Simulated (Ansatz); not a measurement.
Profile along the Sc–N line in Sc3InN (anti-perovskite)

Sc$_{3}$InN (anti-perovskite)

```yaml
crystal:
  lattice:
    - [4.41593, 0.00000, 0.00000]
    - [0.00000, 4.41593, 0.00000]
    - [0.00000, 0.00000, 4.41593]
  atoms:
    - { symbol: Sc, position: [0.50000, 0.50000, 0.00000] }
    - { symbol: Sc, position: [0.00000, 0.50000, 0.50000] }
    - { symbol: Sc, position: [0.50000, 0.00000, 0.50000] }
    - { symbol: In, position: [0.00000, 0.00000, 0.00000] }
    - { symbol: N, position: [0.50000, 0.50000, 0.50000] }
```

Fields along a shortest Sc–N line of a {100} plane (2.21 Å), from Sc to N, interpolated on the slice's grid (step about 0.1 Å). Computed with PBEsol (plane waves to 420 eV, PAW, scalar-relativistic; Ansatz, an electronic-structure program). k mesh 11×11×11. These are valence fields of a PAW run, semicore shells included where kept as valence: close to a nucleus they are smooth pseudo fields. Sc3InN is run without spin polarisation. Sc3InN was relaxed with its symmetry unable to fall.

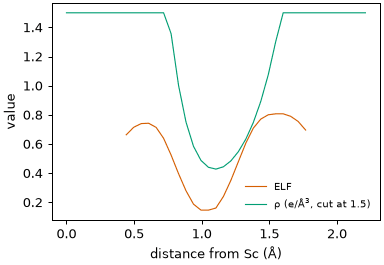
Fig. 1. ELF (away from the nuclei) and valence density from Sc to N.

Density on the Sc–N line (2.21 Å) at its midpoint: 0.43 e/Å³. ELF at that point: 0.16.
